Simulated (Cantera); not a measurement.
Input: 1 mol Al2O3, 0.54 mol N2, at 0.780 bar.

Method: chemical equilibrium by Gibbs-energy minimisation in Cantera with the NASA 1993 tables (ideal gas, pure condensed phases). Candidate condensed phases: Al, AlN, Al2O3; 16 gas species. Equilibrium is a limit: real reactors are often held back by kinetics, nucleation or transport.

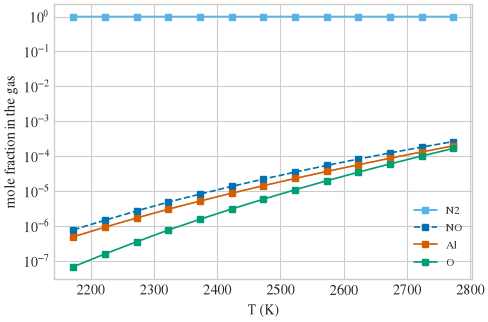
Figure: Equilibrium gas composition (values under 1e-9 drawn at 1e-9)

From 2173 K to 2323 K the condensed part is Al2O3(s). From 2373 K to 2773 K the condensed part is Al2O3(l). The main Al-bearing gas is Al throughout.
